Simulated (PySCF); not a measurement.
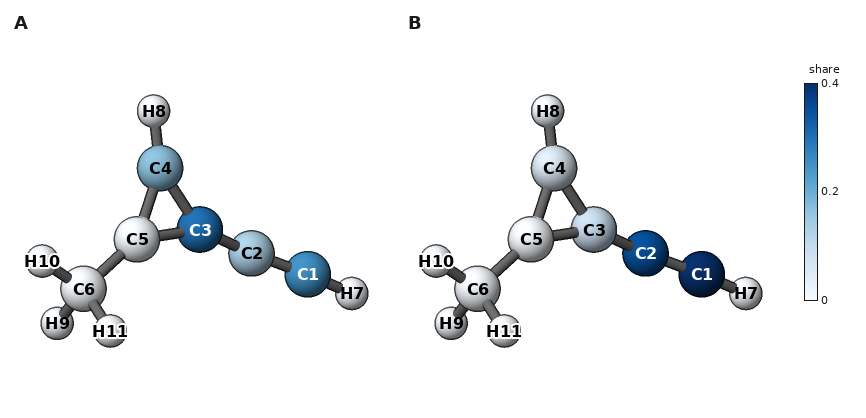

Each panel colours the atoms by their Löwdin share in one orbital (up to four of the largest shares; other atoms are shown as zero). The species has charge +1 and is a spin singlet. Geometry: a frame of a GFN2-xTB molecular-dynamics simulation, not a minimum. Method: PBE0/def2-SVPD (PySCF 2.14.0).

Question: The panels show the HOMO, LUMO, in some order. Which is which?

Answer: A: LUMO, −7.80 eV; C3 0.30, C1 0.25, C4 0.17, C2 0.13
B: HOMO, −13.38 eV; C1 0.40, C2 0.35, C3 0.09, C4 0.05
